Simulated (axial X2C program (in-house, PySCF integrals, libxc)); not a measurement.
SbS⁺: relativistic diatomic calculation

SbS⁺, single determinant with M_S = 0 and |Λ| = 0. Computed at this level: PBEsol, spin-free X2C-1e, Sb dyall-cv3z, S dyall-av3z (cores contracted) (axial X2C program (in-house, PySCF integrals, libxc)).

**The input**
```
{"zs": [51, 16], "q": 1, "bas": ["dyall-cv3z", "dyall-av3z"], "levels": ["PBE0", "HF", "PBEsol"], "cc": true, "r0": 2.27, "thr": -1.0, "nmax": 90, "npts": 10, "nst": 2, "ntry": 6}
```

The line is the task of a batch: nuclear charges, charge, bases, the levels to run, a first guess of the distance and further settings. This report covers PBEsol without spin-orbit coupling. The log is that of the reference distance 2.142 Å.

Hardware: 1 thread of Arm Neoverse V1, 24 GiB of memory available, shared host.

The run was one of a batch that the task file lists, launched with:
```bash
python <driver script> task.json out
```

**Log**
```
spin-free X2C-1e  PBEsol
basis functions 186  fitting functions 967  grid points 5080
iter        total energy     max residual
   1      -6875.735844437     5.71e-01
   2      -6875.736965186     3.07e-02
   3      -6875.741222288     2.00e-01
   4      -6875.742485150     5.41e-02
   5      -6875.742687418     1.58e-02
   6      -6875.742709466     1.24e-02
   7      -6875.742715317     1.30e-04
   8      -6875.742715472     3.83e-04
   9      -6875.742715497     1.47e-05
  10      -6875.742715497     2.07e-05
  11      -6875.742715497     1.67e-06
converged
one-electron -9836.02449199  Coulomb 2952.18474814  exact exchange 0.00000000  xc functional -193.49429009  nuclear repulsion 201.59131845
```

**The points of the curve**

| R (Å) | E (hartree) | dipole (D; origin at the first atom, positive when the second is positive) | highest filled (eV) | lowest empty (eV) |
| --- | --- | --- | --- | --- |
| 1.863 | −6875.675538 | 1.67 | −14.09 | −9.99 |
| 1.949 | −6875.713609 | 1.59 | −14.16 | −10.16 |
| 2.014 | −6875.730343 | 1.53 | −14.18 | −10.28 |
| 2.078 | −6875.739446 | 1.48 | −13.98 | −10.39 |
| 2.142 | −6875.742715 | 1.44 | −13.77 | −10.50 |
| 2.217 | −6875.740976 | 1.41 | −13.55 | −10.62 |
| 2.292 | −6875.734909 | 1.39 | −13.34 | −10.73 |
| 2.388 | −6875.722799 | 1.39 | −13.11 | −10.85 |
| 2.506 | −6875.704098 | 1.41 | −12.86 | −10.98 |
| 2.678 | −6875.673774 | 1.50 | −12.57 | −11.12 |

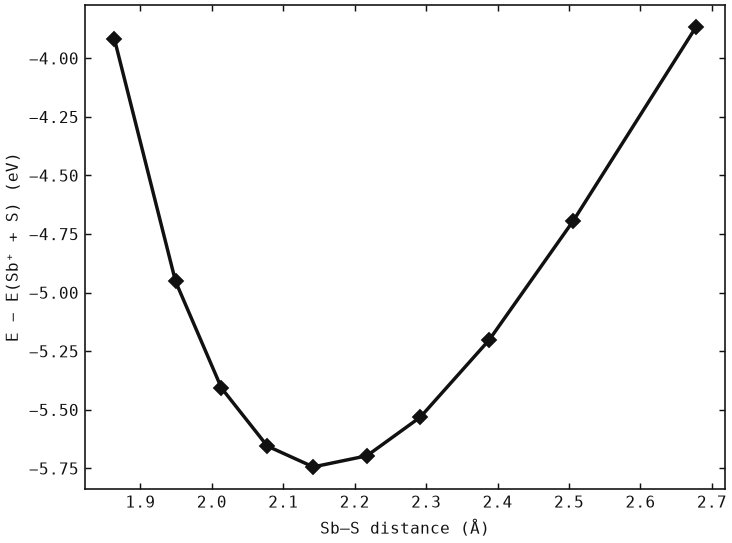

Fig. 1: Energy at 10 bond lengths, for one set of occupations held fixed; the line joins the points. A polynomial of degree 6 through 9 points gives rₑ = 2.154 Å, ωₑ = 545.1 cm⁻¹, ωₑxₑ = 1.3 cm⁻¹ and Bₑ = 0.1436 cm⁻¹. The minimum lies 5.75 eV below Sb⁺ + S, each computed as one determinant at the same level.

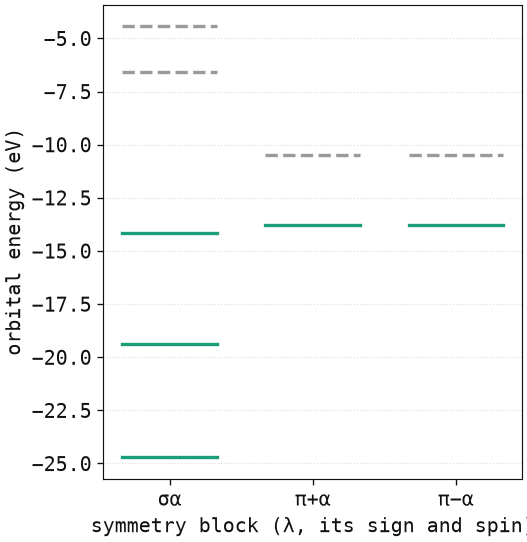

Fig. 2: Orbital energies near the frontier at 2.14 Å, filled (solid) and empty (dashed); a label such as π−α means λ = −1 and α spin, and the β levels equal the α ones. The highest filled orbital (π−α; 66 % S p, 28 % Sb p) lies at −13.77 eV, the lowest empty one (π+α; 56 % Sb p, 26 % S p) at −10.50 eV.

**Results in brief**

- outcome: converged
- bond length rₑ: 2.154 Å
- ωₑ: 545.1 cm⁻¹
- energy at the minimum: −6875.74279 hartree
- depth below the fragments: 5.75 eV
- wall time: 4.8 s
- peak memory: 0.66 GiB
